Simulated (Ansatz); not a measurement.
**A computed series for WSi2: pressure series**

Start from WSi2 (space group I4/mmm, No. 139; a = 3.203 Å, c = 7.816 Å).

Cell and atoms are relaxed at each pressure.

Method: PBEsol, PAW, 420 eV (Ansatz, a first-principles code; no spin-orbit coupling).

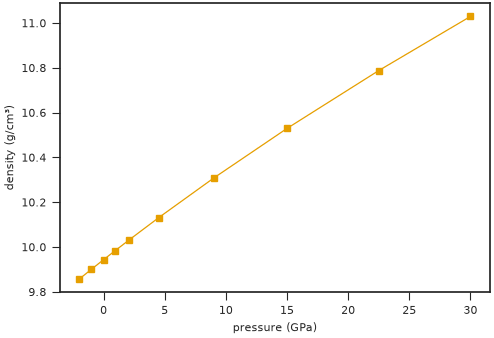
Fig. 1. Density against pressure

### Question
From the plot, what is the density for pressure 15 GPa?

### Answer
About 10.53 g/cm³.

### Question
Is the trend monotonic over the range shown?

### Answer
Yes, it rises throughout, spanning 9.86 g/cm³ to 11.03 g/cm³.

Load acts through the strain it causes; cell and atoms are relaxed under it. No phonon test of stability was made. No other phases were tried under pressure. The final runs are not spin-polarised.
